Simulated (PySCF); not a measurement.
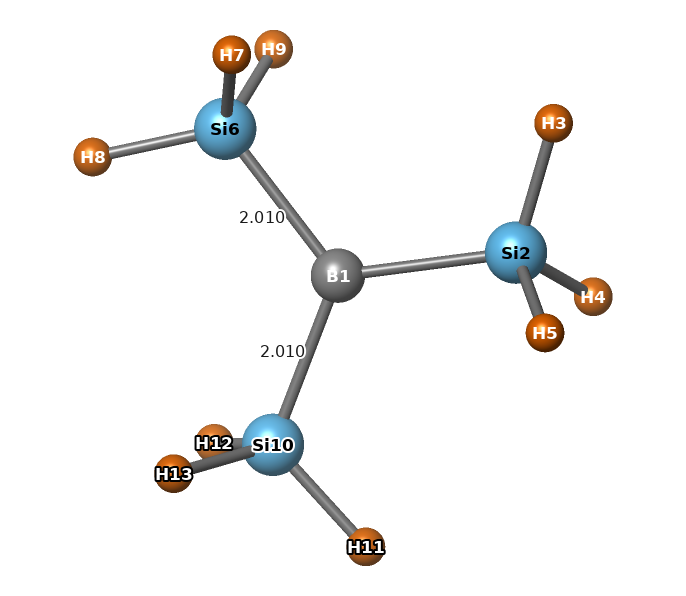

The numbers beside the sticks are distances in Å. Sticks don't show bond order. The geometry was computed by an optimisation with PBE0-D3(BJ)/def2-SVP. No frequency run is at hand to confirm it as a minimum.

**Which of the marked bonds are single, double, triple or aromatic?**

B1–Si6 single; B1–Si10 single.

**Give the structure as SMILES.**

[SiH3]B([SiH3])[SiH3]
